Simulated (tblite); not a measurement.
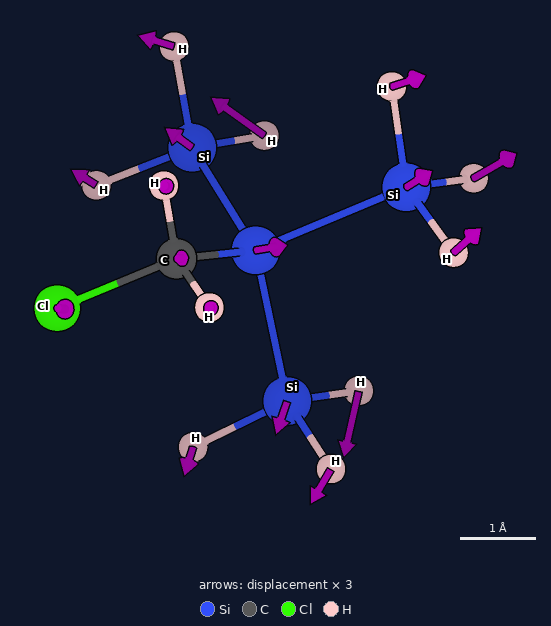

This is a relaxation of CH11ClSi4. The starting structure is drawn; purple arrows show the displacements, 3 times their true length. The two geometries are superimposed by the best rigid fit.

A ball-and-stick model, seen at a tilt.

All numbers below come from GFN2-xTB geometry optimisation, gas phase in tblite. 

### Which element moves most?

Hydrogen: up to 0.32 Å, against 0.20 Å for silicon.

### Describe the change and its energy.

The largest move after the best rigid fit is that of an H atom, 0.32 Å. Largest moves by element: H 0.32 Å, Si 0.20 Å, Cl 0.17 Å, C 0.10 Å. Among the contacts that change: C–Si 1.837 → 1.939 Å, Si–Si 2.249 → 2.345 Å, H–Si 1.496 → 1.467 Å, C–Cl 1.772 → 1.788 Å. Bond angles that change, for instance: Si–Si–C 112.9° → 105.2°, Si–Si–Si 106.0° → 113.7°, Si–Si–Si 107.0° → 113.7°. After 58 geometry steps the energy has fallen by 42.8 kJ/mol.
